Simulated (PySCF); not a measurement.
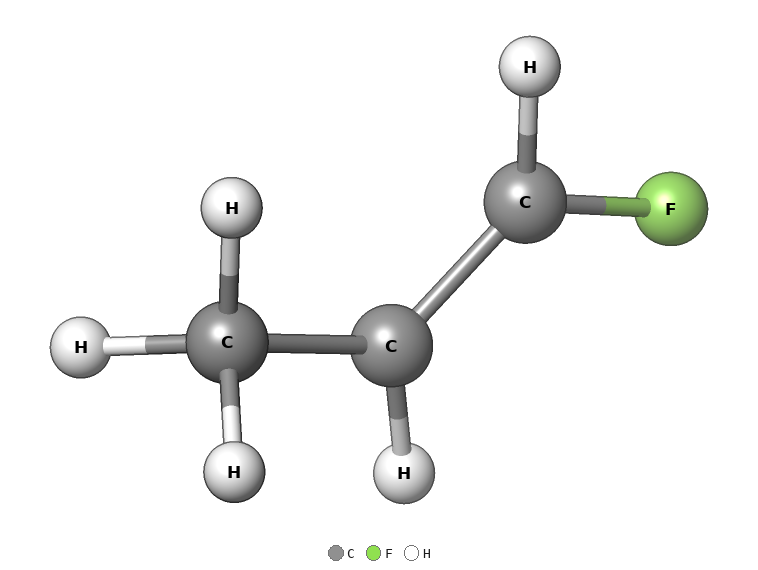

A ball-and-stick model of a molecule.

What is the molecular formula?

Answer. C3H5F, 9 atoms: 3 carbon, 5 hydrogen and 1 fluorine.

How many sets of symmetry-equivalent atoms are there?

Answer. 8: 1 C, 1 C, 1 C, 1 F, 2 H, 1 H, 1 H, 1 H.

What is its SMILES?

Answer. C/C=C/F

Does it have rings?

Answer. It has no ring.

More results for the same structure follow; atom numbers are the same in all pictures, views and colours differ. The computed structure is the end point of a PBE0-D3(BJ)/def2-SVP optimisation. No frequency run is at hand to confirm it as a minimum.

### Polarisability

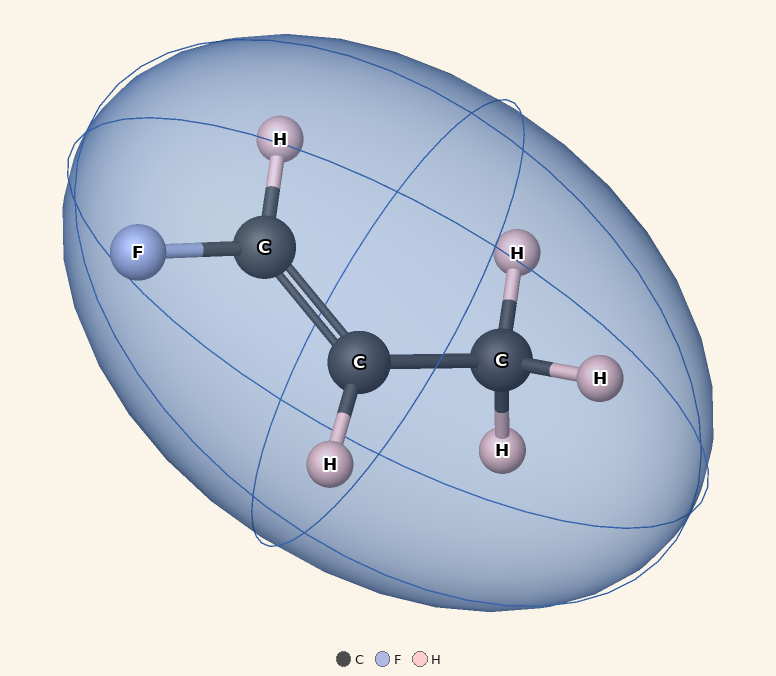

The ellipsoid shows the static dipole polarisability: its half-axes are proportional to the principal values. No frequency run is at hand to confirm it as a minimum. Method: LDA/def2-SVPD (PySCF 2.14.0).

Give the principal values, the mean and the anisotropy.

Answer. Principal values 31.7, 38.9, 53.9 bohr³; mean 41.5 bohr³ (6.15 Å³); anisotropy 19.6 bohr³, so the longest axis is 1.70 times the shortest.

### Spin–spin coupling

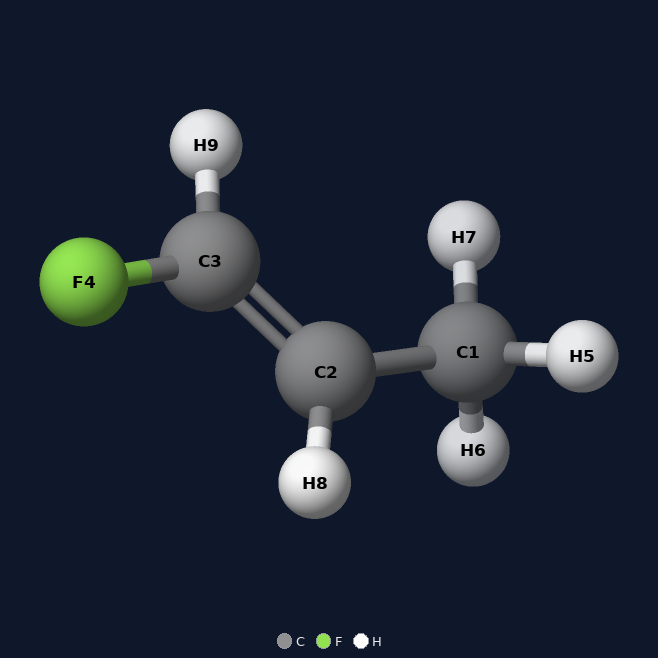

No frequency run is at hand to confirm it as a minimum. Method: B3LYP/6-31G* indirect spin-spin coupling, non-relativistic, gas phase (PySCF 2.14.0). Isotopes: 13C, 19F, 1H.

Give the spin–spin coupling constants of these pairs, with the number of bonds between them: C1/H6, C2/H8, C3/F4, C3/H9, C2/H5, C3/H8, H5/H7, H5/H6, H6/H7, C3/H6, C3/H5.

```csv
pair,bonds apart,J (Hz)
"C1, H6",1,143.8
"C2, H8",1,163.0
"C3, F4",1,−237.6
"C3, H9",1,193.3
"C2, H5",2,−8.6
"C3, H8",2,−7.4
"H5, H7",2,−15.6
"H5, H6",2,−19.6
"H6, H7",2,−15.5
"C3, H6",3,10.1
"C3, H5",3,10.0
```

Density functionals are unreliable for couplings to fluorine, so those rows may be far off.

### NMR shielding

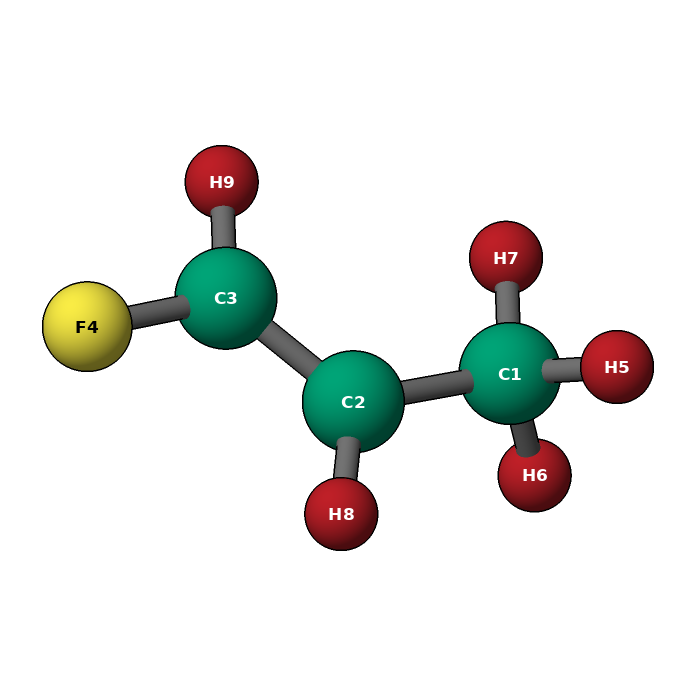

No frequency run is at hand to confirm it as a minimum. Method: GIAO LC-wPBE/pcSseg-2 NMR shielding, non-relativistic, gas phase (PySCF 2.14.0). Principal shieldings σ11 ≤ σ22 ≤ σ33, span Ω = σ33 − σ11, skew κ = 3(σiso − σ22)/Ω.

Which C atom has the most anisotropic shielding?

Answer. C2, with a span of 210 ppm.

Give the shielding tensors of the C atoms.

| atom | σ11 | σ22 | σ33 | σiso | Ω | κ |
| --- | --- | --- | --- | --- | --- | --- |
| C1 | 165.5 | 174.3 | 188.8 | 176.2 | 23.4 | 0.24 |
| C2 | −49.5 | 91.5 | 160.2 | 67.4 | 209.6 | −0.34 |
| C3 | −88.1 | 71.4 | 77.9 | 20.4 | 166.0 | −0.92 |

Shieldings and span in ppm.
